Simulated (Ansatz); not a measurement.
Al3Si2N3

```xyz
8
Lattice="3.1513 0.0000 0.0000 -1.5756 2.7291 0.0000 0.0000 0.0000 11.0277" Properties=species:S:1:pos:R:3 pbc="T T T"
Al    0.0000    1.8194    5.6738
Al    0.0000    1.8194   10.6025
Al    1.5757    0.9097    8.1363
Si    0.0000    1.8194    2.0036
Si    1.5757    0.9097    3.3005
N     1.5757    0.9097    5.1151
N     1.5757    0.9097   10.0070
N     0.0000    1.8194    7.5423
```

Space group P3m1; a generated structure, not necessarily the stable one; changed on purpose from its base cell (volume × 0.94, shape and atoms relaxed); computed pressure about 9 GPa in this cell.

Method: Ansatz, DFT PBE, scalar-relativistic, plane waves, PAW.

Q: What will maps of the valence pseudo-density and electron localisation function show?

A: Al–N (1.87 Å): the density is about 0.72 e/Å³ at the midpoint; the ELF peaks at about 0.90 in the valence shell of N, 0.8 Å from its nucleus, and is about 0.85 at the midpoint.
Al–Si (2.43 Å): ρ is about 0.44 e/Å³ halfway; the ELF peaks at about 1 between the atoms.

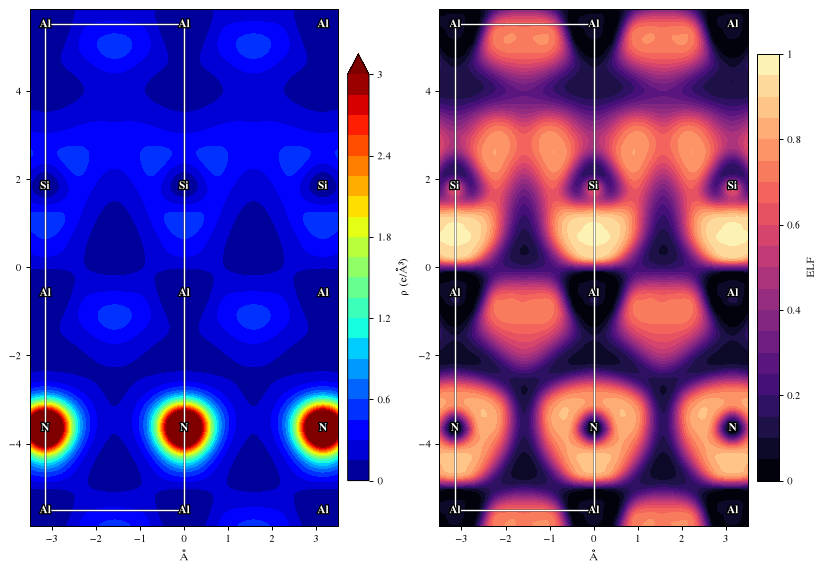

Computed valence pseudo-density and electron localisation function on the (100) plane of the conventional cell, in this order. Atoms just off the plane (Al, 0.9 Å away, Si, 0.9 Å away and N, 0.9 Å away) can leave unmarked features too.

Core electrons are frozen (PAW), and the valence fields are smoothed inside the atomic spheres.
